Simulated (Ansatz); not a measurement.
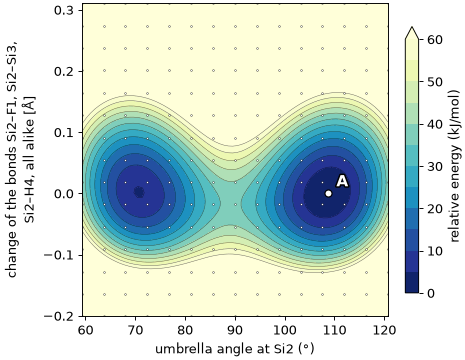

FH4Si2, SMILES F[SiH][SiH3], spin multiplicity 2. Coordinates scanned: (1) umbrella angle at Si2 (between each of its bonds and their common axis; 90 is planar); (2) change of the bonds Si2–F1, Si2–Si3, Si2–H4, all alike. Nothing is relaxed (all other coordinates rigid). The scan uses a 15 × 15 grid. Points are written as (first, second). Energies: kJ/mol, counted from the relaxed molecule at the same level. These are results of UKS PBE0-D4/def2-SVP (Ansatz), not measurements.

Drawn: filled contours, dots at the grid points, one colour for all values above the top of the scale, the well A. Between grid points the surface is interpolated.

Q: Where is the minimum, and how stiff is the well along each coordinate? Take the well at A.

A: The interpolated minimum is at the first coordinate ≈ 108.7°, the second coordinate ≈ 0.000 Å. The curvatures there are about 16 eV/rad² and 60 eV/Å², with a cross term of about −4 eV/(rad·Å). Round the minimum the two coordinates are weakly coupled (coupling −0.13 in units of the two stiffnesses). (1 eV is 96.5 kJ/mol.)
